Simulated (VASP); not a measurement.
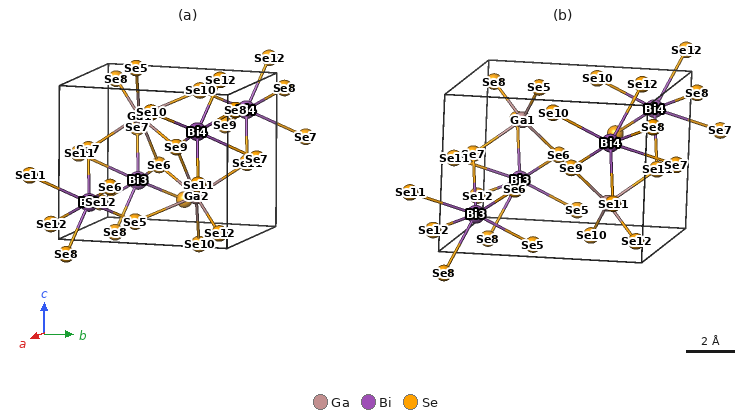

The structure of crystalline GaBiSe4 (a generated structure, set up in P2/c) before (left) and after (right) a relaxation, at one scale.

Style: ball-and-stick. Shown: the cell of the calculation, slightly off an axis.

The run lets cell and atoms move.

Level of theory: VASP 6.6.1, Kohn-Sham DFT of a periodic cell, PBE, VASP PAW PBE potentials, recommended.

Input file:
```
PREC = Normal
ENCUT = 520
EDIFF = 1E-4
ISMEAR = 0
SIGMA = 0.15
LREAL = Auto
LASPH = T
NELM = 60
ALGO = Fast
ISIF = 3
LWAVE = F
LCHARG = F
GGA = PE
IBRION = 2
NSW = 24
EDIFFG = -0.08
```

Command:
```bash
cat potpaw_PBE.64/Ga_d/POTCAR potpaw_PBE.64/Bi_d/POTCAR potpaw_PBE.64/Se/POTCAR > POTCAR
mpirun -np 1 vasp_std > vasp.out
```

Describe what moved and what it gained.

Answer. The relaxation stopped without meeting its thresholds, so the last structure isn't shown to be converged. The largest moves relative to the cell, 0.64 Å, are those of Se5, Se6, Se9 and Se10. Se10 goes roughly along [−1 −1 2]. By element the largest moves are Se 0.64 Å, Ga 0.44 Å, Bi 0.03 Å. The volume changes by +7.7 %, with a 6.250 → 5.654 Å (−9.5 %), b 7.560 → 9.115 Å (+20.6 %), c 6.570 → 6.665 Å (+1.5 %), β 91.0° → 103.2°. Some distances before and after: Se7–Se11 3.942 → 2.888 Å, Ga1–Se10 2.842 → 3.636 Å, Se5–Se10 3.966 → 3.184 Å, Se7–Se11 (another image) 3.321 → 3.939 Å. Among the angles between lasting bonds that change: Se9–Ga2–Se10 164.2° → 119.7°, Ga2–Se10–Bi4 127.4° → 99.3°, Se5–Bi3–Se6 102.6° → 78.9°. The space group stays P2/c (No. 13). After 23 geometry steps the energy has fallen by 563 meV per atom. Largest force component: 2.9 eV/Å at the start, 0.36 eV/Å at the end. Pressure: 10.04 GPa at the start and 0.29 GPa at the end.
